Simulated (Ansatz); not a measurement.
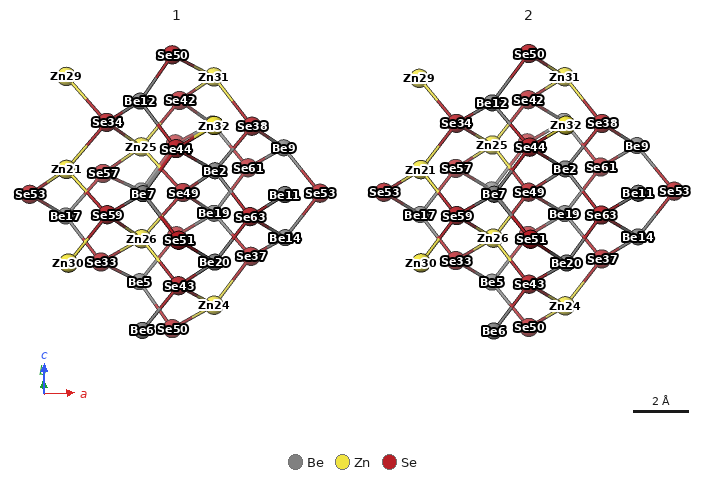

Two geometries of solid Be20Zn12Se32 (a generated structure, set up in P1), drawn at one scale. One is the start of a relaxation, the other its converged end. Style: ball-and-stick. Shown: the atoms within 5.8 Å of the atom that moves most (axes of the cell of the calculation (origin shifted)), from a free direction.

Method: Ansatz 0.2.0, DFT, PBEsol, PAW, plane waves. Settings: plane-wave cutoff 420 eV; k-point mesh 1 × 1 × 1; mesh shifted by (0.25, 0.25, 0.25); no spin polarisation; cell relaxed at fixed shape; force threshold 0.03 eV/Å; at most 80 steps.

**Which geometry has the lower energy?**

Structure 1 is the relaxed one. The atom that moves furthest is a Se atom (0.24 Å roughly along +a). By element the largest moves are Se 0.24 Å, Be 0.14 Å, Zn 0.11 Å. The lattice vectors keep their values. Among the contacts that change: Be–Se 2.416 → 2.235 Å, Be–Se 2.372 → 2.200 Å, Se–Zn 2.272 → 2.410 Å, Se–Zn 2.297 → 2.429 Å. Bond angles that change, for instance: Zn–Se–Zn 110.7° → 101.8°, Zn–Se–Zn 109.5° → 101.5°, Se–Zn–Se 111.6° → 103.8°. The space group stays P1 (No. 1). After 4 geometry steps the energy has fallen by 67.9 meV per atom. Largest force component: 2.4 eV/Å at the start, 0.0077 eV/Å at the end. Pressure: 1.78 GPa at the start and −0.01 GPa at the end.
